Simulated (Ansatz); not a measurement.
**Fields on a plane of Cd(InTe2)2 (space group I-4)**

```xyz
7
Lattice="-3.0756 3.0756 6.1420 3.0756 -3.0756 6.1420 3.0756 3.0756 -6.1420" Properties=species:S:1:pos:R:3 pbc="T T T"
Cd     0.0000     0.0000     0.0000
In     0.0000     0.0000     6.1420
In     3.0756     0.0000     3.0710
Te     1.7223    -1.3449     7.8559
Te     1.7307     1.3533    -1.7139
Te     1.3533     4.4206     1.7139
Te     1.3449     1.7223     4.4281
```

The slice is a (100) plane (indices of the conventional cell) through the point (0.250, 0.750, 0.500) (fractional), spanned by u = [101] and v = [110] in vectors of this cell: u (6.15 Å) and v (12.28 Å, at 90° to u). It covers one period; positions are fractions (u, v).

Atoms on it: Cd at (0.50, 0.25); In at (0.50, 0.75); In at (0.00, 0.00).

The numbers are results of LDA (plane waves to 420 eV, PAW, scalar-relativistic; Ansatz, a quantum-chemistry and plane-wave program), not measurements. k mesh 8×8×8. Near the nuclei the fields are pseudised (PAW); where an atom keeps semicore shells as valence, they peak there. Cd(InTe2)2 was relaxed with its symmetry unable to fall. Spin-orbit coupling is left out, though Te is heavy.

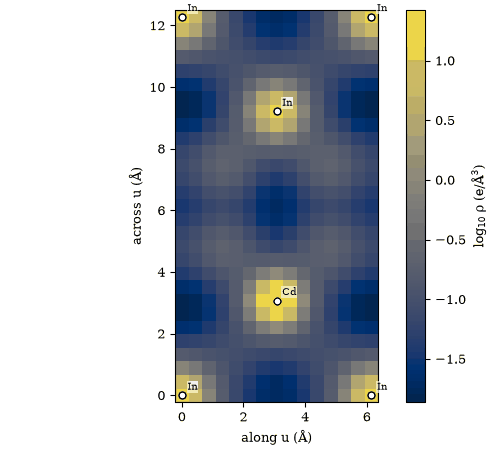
Figure. Log₁₀ of the valence density in e/Å³, one period of the plane, atoms marked. The scale is logarithmic, as a density can span decades between atoms and voids.

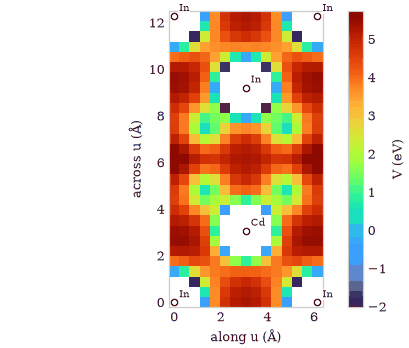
Figure. Electrostatic potential energy of an electron, from the cell's mean, in eV, one period of the plane, atoms marked. Points within 1 Å of a nucleus are left white, as the pseudised field means little there. The zero, the cell's mean, hangs on the PAW cores.
